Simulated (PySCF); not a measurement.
**B⁺: dipole response in aug-cc-pV5Z**

How polarisable is B⁺ at the levels listed below?

Method: unrestricted determinants in a Gaussian basis, no spin-orbit coupling in the energies. Code: PySCF 2.14.0.

## (1) What is computed

| Property | Result |
| --- | --- |
| Element | boron (Z = 5) |
| Basis | aug-cc-pV5Z (7s6p5d4f3g2h, 127 functions) |
| Hamiltonian | the non-relativistic Hamiltonian (point nucleus) |
| State 1 | B⁺: [He] 2s2, closed-shell 1S |
| Methods | UHF, PBE, PBE0, MN15, wB97X-V |

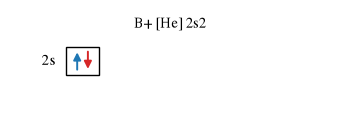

Occupation of the outer shells (arrows by Hund's rule).

One driver process ran all states and methods and kept the integrals in memory. Each run is shown as a PySCF script that sums up its settings (the driver passes frozen orbitals as a list and adds second-order terms of double hybrids); the logs are those of the runs themselves. The driver starts from symmetry-adapted Hartree-Fock orbitals, holds the occupation by maximum overlap and uses a logarithmic radial grid for functionals, so a plain start would take other cycles.

The integrals over 127 functions and the set-up took 4.6 s of CPU time.

## (2) B⁺

UHF:

Contents of input.py:

```python
from pyscf import gto, scf, dft, mp, cc
import basis_set_exchange as bse
mol = gto.M(atom="B 0 0 0", charge=1, spin=0, symmetry="D2h",
            basis=gto.basis.parse(bse.get_basis("aug-cc-pV5Z", elements=["B"], fmt="nwchem")))
mf = scf.UHF(mol)
mf.irrep_nelec = {'Ag': (2, 2)}
mf.kernel()
```

Standard output:

```text
damping factor = 0
level_shift factor = 0
DIIS = <class 'pyscf.scf.diis.CDIIS'>
diis_start_cycle = 1
diis_space = 10
diis_damp = 0
SCF conv_tol = 1e-09
SCF conv_tol_grad = None
number electrons alpha = 2  beta = 2
cycle= 1 E= -24.2375464805432  delta_E= -1.07e-10  |g|= 2.08e-06  |ddm|= 5.68e-05
converged SCF energy = -24.2375464805432  <S^2> = -5.3290705e-15  2S+1 = 1
```

It used 14 s of CPU time after the integrals (shared host).

Orbital energies by shell (radii are means over both spins):

| shell | electrons | mean orbital energy (eV) | spread (eV) | rms radius (bohr) |
| --- | --- | --- | --- | --- |
| 1s | 2 | -222.75 | 0 | 0.378 |
| 2s | 2 | -23.778 | 0 | 1.96 |

⟨S²⟩ = 0.000, ⟨L²⟩ = 0.00.

The driver then solved the coupled dipole response at imaginary frequencies: mean α = 11.38 bohr³, C₆ = 31.70 au for a like pair.

PBE:

input.py differs from the last one in:

```diff
@@ -4,3 +4,3 @@
             basis=gto.basis.parse(bse.get_basis("aug-cc-pV5Z", elements=["B"], fmt="nwchem")))
-mf = scf.UHF(mol)
+mf = dft.UKS(mol, xc="PBE")
 mf.irrep_nelec = {'Ag': (2, 2)}
```

Standard output:

```text
damping factor = 0
level_shift factor = 0
DIIS = <class 'pyscf.scf.diis.CDIIS'>
diis_start_cycle = 1
diis_space = 10
diis_damp = 0
SCF conv_tol = 1e-09
SCF conv_tol_grad = None
number electrons alpha = 2  beta = 2
XC functionals = PBE
    J. P. Perdew, K. Burke, and M. Ernzerhof.,  Phys. Rev. Lett. 77, 3865 (1996)
    J. P. Perdew, K. Burke, and M. Ernzerhof.,  Phys. Rev. Lett. 78, 1396 (1997)
    J. P. Perdew, K. Burke, and M. Ernzerhof.,  Phys. Rev. Lett. 77, 3865 (1996)
    J. P. Perdew, K. Burke, and M. Ernzerhof.,  Phys. Rev. Lett. 78, 1396 (1997)
cycle= 1 E= -24.293199208028  delta_E= -0.00226  |g|= 0.00638  |ddm|= 0.681
cycle= 2 E= -24.2932029573649  delta_E= -3.75e-06  |g|= 0.000538  |ddm|= 0.0154
cycle= 3 E= -24.2932029881212  delta_E= -3.08e-08  |g|= 7.87e-06  |ddm|= 0.00122
cycle= 4 E= -24.2932029881388  delta_E= -1.76e-11  |g|= 8.23e-07  |ddm|= 1.33e-05
converged SCF energy = -24.2932029881388  <S^2> = -6.2172489e-15  2S+1 = 1
```

CPU time 2.7 s on a shared host, the integrals not counted.

The driver then solved the coupled dipole response at imaginary frequencies: mean α = 10.64 bohr³, C₆ = 28.82 au for a like pair.

PBE0:

input.py differs from the last one in:

```diff
@@ -4,3 +4,3 @@
             basis=gto.basis.parse(bse.get_basis("aug-cc-pV5Z", elements=["B"], fmt="nwchem")))
-mf = dft.UKS(mol, xc="PBE")
+mf = dft.UKS(mol, xc="PBE0")
 mf.irrep_nelec = {'Ag': (2, 2)}
```

Standard output:

```text
damping factor = 0
level_shift factor = 0
DIIS = <class 'pyscf.scf.diis.CDIIS'>
diis_start_cycle = 1
diis_space = 10
diis_damp = 0
SCF conv_tol = 1e-09
SCF conv_tol_grad = None
number electrons alpha = 2  beta = 2
XC functionals = PBE0
    C. Adamo and V. Barone.,  J. Chem. Phys. 110, 6158 (1999)
    M. Ernzerhof and G. E. Scuseria.,  J. Chem. Phys. 110, 5029 (1999)
cycle= 1 E= -24.3018610711494  delta_E= -0.00125  |g|= 0.00388  |ddm|= 0.526
cycle= 2 E= -24.3018617206035  delta_E= -6.49e-07  |g|= 0.000158  |ddm|= 0.0145
cycle= 3 E= -24.3018617228659  delta_E= -2.26e-09  |g|= 1.23e-05  |ddm|= 0.000254
cycle= 4 E= -24.3018617228779  delta_E= -1.2e-11  |g|= 1.91e-07  |ddm|= 2.5e-05
converged SCF energy = -24.3018617228779  <S^2> = -5.7731597e-15  2S+1 = 1
```

It used 15 s of CPU time after the integrals (shared host).

The driver then solved the coupled dipole response at imaginary frequencies: mean α = 10.77 bohr³, C₆ = 29.32 au for a like pair.

MN15:

input.py differs from the last one in:

```diff
@@ -4,3 +4,3 @@
             basis=gto.basis.parse(bse.get_basis("aug-cc-pV5Z", elements=["B"], fmt="nwchem")))
-mf = dft.UKS(mol, xc="PBE0")
+mf = dft.UKS(mol, xc="MN15")
 mf.irrep_nelec = {'Ag': (2, 2)}
```

Standard output:

```text
damping factor = 0
level_shift factor = 0
DIIS = <class 'pyscf.scf.diis.CDIIS'>
diis_start_cycle = 1
diis_space = 10
diis_damp = 0
SCF conv_tol = 1e-09
SCF conv_tol_grad = None
number electrons alpha = 2  beta = 2
XC functionals = MN15
    H. S. Yu, X. He, S. L. Li, and D. G. Truhlar.,  Chem. Sci. 7, 5032-5051 (2016)
    H. S. Yu, X. He, S. L. Li, and D. G. Truhlar.,  Chem. Sci. 7, 5032-5051 (2016)
cycle= 1 E= -24.3305454134998  delta_E= -0.00534  |g|= 0.0115  |ddm|= 1.24
cycle= 2 E= -24.3305529637187  delta_E= -7.55e-06  |g|= 0.000504  |ddm|= 0.0796
cycle= 3 E= -24.3305529835355  delta_E= -1.98e-08  |g|= 1.39e-05  |ddm|= 0.0029
cycle= 4 E= -24.3305529838059  delta_E= -2.7e-10  |g|= 2.38e-06  |ddm|= 0.000109
converged SCF energy = -24.3305529838059  <S^2> = -5.7731597e-15  2S+1 = 1
```

CPU time 20 s on a shared host, the integrals not counted.

The driver then solved the coupled dipole response at imaginary frequencies: mean α = 10.82 bohr³, C₆ = 28.31 au for a like pair.

wB97X-V:

input.py differs from the last one in:

```diff
@@ -4,3 +4,3 @@
             basis=gto.basis.parse(bse.get_basis("aug-cc-pV5Z", elements=["B"], fmt="nwchem")))
-mf = dft.UKS(mol, xc="MN15")
+mf = dft.UKS(mol, xc="WB97X_V")
 mf.irrep_nelec = {'Ag': (2, 2)}
```

Standard output:

```text
damping factor = 0
level_shift factor = 0
DIIS = <class 'pyscf.scf.diis.CDIIS'>
diis_start_cycle = 1
diis_space = 10
diis_damp = 0
SCF conv_tol = 1e-09
SCF conv_tol_grad = None
number electrons alpha = 2  beta = 2
XC functionals = WB97X_V
    N. Mardirossian and M. Head-Gordon.,  Phys. Chem. Chem. Phys. 16, 9904-9924 (2014)
NLC functional = WB97X_V
cycle= 1 E= -24.3427865795081  delta_E= -0.00111  |g|= 0.00449  |ddm|= 0.591
cycle= 2 E= -24.3427917981383  delta_E= -5.22e-06  |g|= 0.000388  |ddm|= 0.0158
cycle= 3 E= -24.3427919202379  delta_E= -1.22e-07  |g|= 4.47e-05  |ddm|= 0.00126
cycle= 4 E= -24.3427919223564  delta_E= -2.12e-09  |g|= 2.86e-06  |ddm|= 0.000182
cycle= 5 E= -24.342791922365  delta_E= -8.62e-12  |g|= 1.57e-07  |ddm|= 2.04e-05
converged SCF energy = -24.342791922365  <S^2> = -6.6613381e-15  2S+1 = 1
```

CPU time 32 s on a shared host, the integrals not counted.

The driver then solved the coupled dipole response at imaginary frequencies: mean α = 10.92 bohr³, C₆ = 30.06 au for a like pair.

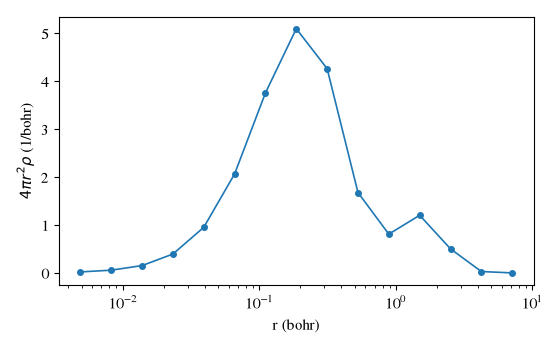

Radial density 4πr²ρ of B⁺ at UHF, at 15 stored radii joined by straight lines.

## (3) The response side by side

B⁺, in atomic units:

| method | mean α | C₆ (like pair) | S(−4) |
| --- | --- | --- | --- |
| UHF | 11.38 | 31.70 | 114.8 |
| PBE | 10.64 | 28.82 | 99.70 |
| PBE0 | 10.77 | 29.32 | 102.3 |
| MN15 | 10.82 | 28.31 | 114.1 |
| wB97X-V | 10.92 | 30.06 | 104.1 |

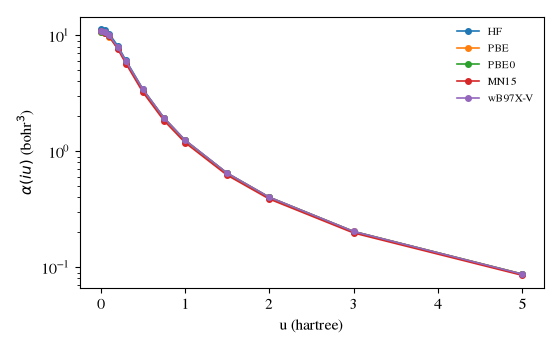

α(iu) of B⁺, the polarisability at imaginary frequency, on a logarithmic scale.

## (4) Outcome

```
quantity                             value
 α of B⁺  10.64 (PBE) to 11.38 (UHF) bohr³
```

What this shows: A single London oscillator with the computed α and C₆ of B⁺ at UHF would have ω = 4 C₆ / (3 α²) = 0.326 hartree. All values hold for this basis alone; no basis-set limit was taken.
